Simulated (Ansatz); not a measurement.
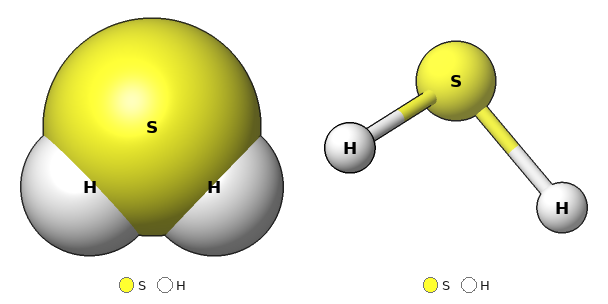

The same structure drawn twice, from different directions.

The geometry was computed by an optimisation with PBE0-D4/def2-TZVP.

Identify the structure.

The molecule is H₂S. This geometry has C2v symmetry. Coordination: 1 S bent.

More results for the same structure follow; atom numbers are the same in all pictures, views and colours differ.

**Vibrations**

Harmonic vibrations computed with RKS PBE0-D4/def2-TZVP (Ansatz 0.2.0) at a stationary point of the same level.

**How many vibrational modes are there, and where do they lie?**

3 modes: 1209, 2724, 2740 cm⁻¹.

**Charges**

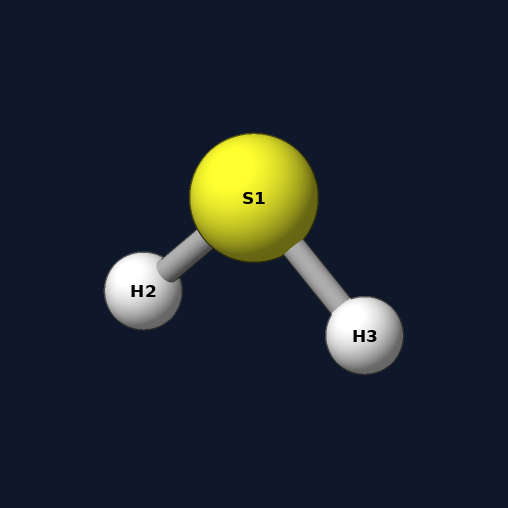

The questions are on Mulliken charges. Level of theory: RKS PBE0-D4/def2-TZVP (Ansatz 0.2.0).

Give the Mulliken charges atom by atom.

```json
{"atom": "S1", "value (e)": "−0.35"}
{"atom": "H2", "value (e)": "0.17"}
{"atom": "H3", "value (e)": "0.17"}
```

**Electronic properties**

Level of theory: RKS PBE0-D4/def2-TZVPP (Ansatz 0.2.0).

**Give the HOMO–LUMO gap at this level.**

8.09 eV.

**What is the HOMO energy (Kohn–Sham orbital)?**

−7.49 eV.

**Dipole moment**

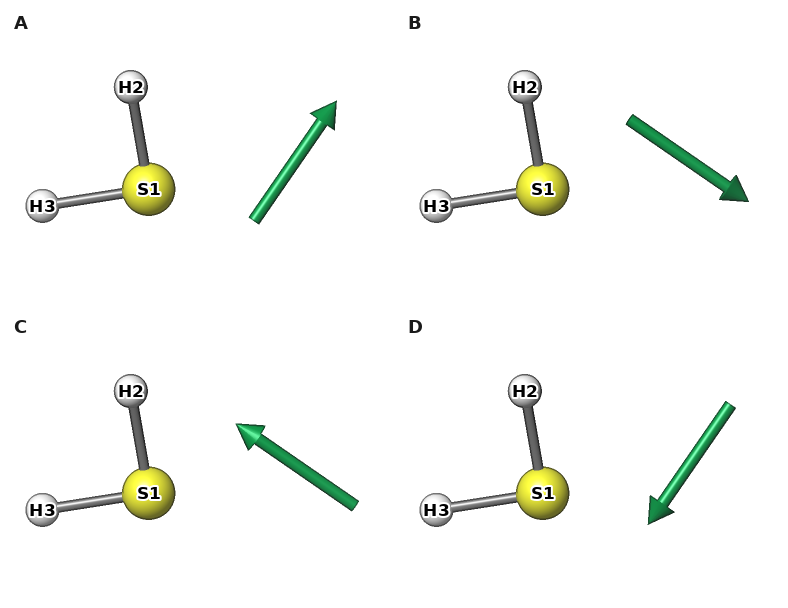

The same molecule four times, each with an arrow. Properties computed with RKS PBE0-D4/def2-TZVP (Ansatz 0.2.0).

**Which arrow points along the dipole moment, from the negative to the positive end?**

C. The dipole moment is 1.16 D; it points from the side of S1 to the side of H2, H3 (the outermost atoms at the two ends).

Mulliken values depend strongly on the basis set and can even reverse the polarity of a bond.
